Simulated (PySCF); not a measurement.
Molecule: benzonitrile, SMILES c1c(C#N)cccc1 (C7H5N), singlet. Atoms near the plane z = 0.6 Å, at the CAM-B3LYP/def2-SVP optimised geometry (x, y, z in Å): N1 (-2.0, 2.8, 0.0), C2 (-1.4, 1.8, 0.0), C3 (-0.7, 0.6, 0.0), C4 (0.7, 0.6, 0.0), C5 (1.4, -0.7, 0.0), C6 (0.7, -1.9, 0.0), C7 (-0.7, -1.9, 0.0), C8 (-1.4, -0.7, 0.0), H9 (1.2, 1.5, 0.0), H10 (2.5, -0.7, 0.0), H11 (1.2, -2.8, 0.0), H12 (-1.2, -2.8, 0.0), H13 (-2.5, -0.6, 0.0).

Method: PySCF with CAM-B3LYP/def2-TZVP. The values are rescaled to run from 0 to 1.

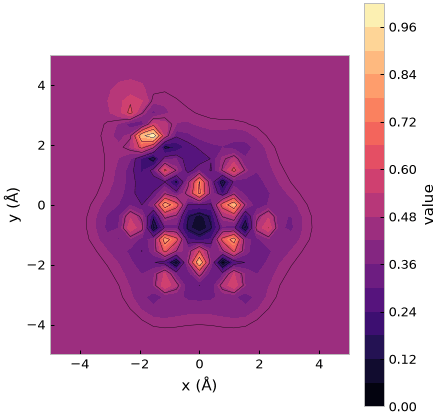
a field on the plane z = 0.6 Å.

Which quantity is mapped?
A. electrostatic potential
B. deformation density (molecule minus spherical neutral atoms)
C. an orbital amplitude
D. Laplacian of the electron density

B, deformation density (molecule minus spherical neutral atoms). In full: deformation density (molecule minus spherical neutral atoms) (e/bohr³).
